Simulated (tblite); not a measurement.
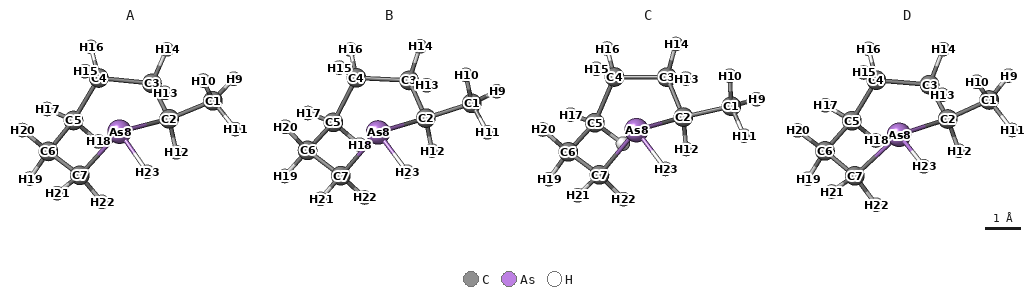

4 geometries from one relaxation of C₇H₁₅As, in shuffled order. A ball-and-stick model, seen from a free direction.

All numbers below come from tblite 0.8.0, GFN2-xTB geometry optimisation, gas phase. 

**Put them in the order of the run, from the start to the converged end.**

D, A, B, C. They are steps 0, 12, 32, 96, at +86.4 kJ/mol, +16.1 kJ/mol, +3.04 kJ/mol relative to the last. Over 96 geometry steps the energy falls by 86.4 kJ/mol. H9 moves most after the best rigid fit: 0.75 Å. Largest moves by element: H 0.75 Å, C 0.31 Å, As 0.27 Å. Near-neighbour distances that change, for instance: C4–As8 2.816 → 3.086 Å, As8–H23 1.577 → 1.516 Å, C2–As8 1.962 → 2.003 Å, C4–H16 1.124 → 1.093 Å. Bond angles that change, for instance: C7–As8–H23 106.1° → 92.5°, C2–As8–H23 105.7° → 93.3°, C2–As8–C7 106.2° → 94.8°. Groups turn about C1–C2 by about 30°, C2–C3 by about 25°. Cost: 1.5 s on 1 thread of Arm Neoverse N1, with other jobs on the host.
